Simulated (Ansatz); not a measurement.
```xyz
5

Ge    0.0605    0.0000    0.0309
Cl   -0.0305    0.0000    2.1462
H     1.4607    0.0000   -0.5242
F    -0.8059    1.3497   -0.5339
F    -0.8059   -1.3497   -0.5339
```

The calculation used Ansatz 0.2.0, RHF/def2-SVP.

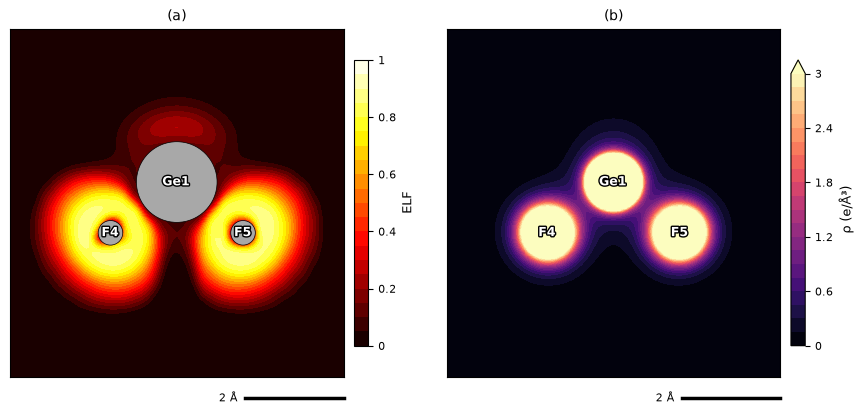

ClF2GeH. (a) ELF; (b) electron density on the plane of atoms F4, Ge1 and F5. Grey discs cover the atomic cores in the ELF map.

Interpret the plot.

Answer.
- Atoms in the plane: Ge and F.
- Ge–F (1.70 Å): ρ is about 0.99 e/Å³ halfway; the ELF peaks at about 0.80 in the valence shell of F, 0.5 Å from its nucleus, and is about 0.25 at the midpoint.
- The ELF also peaks beside F4 and F5, away from the bonds: lone-pair regions.
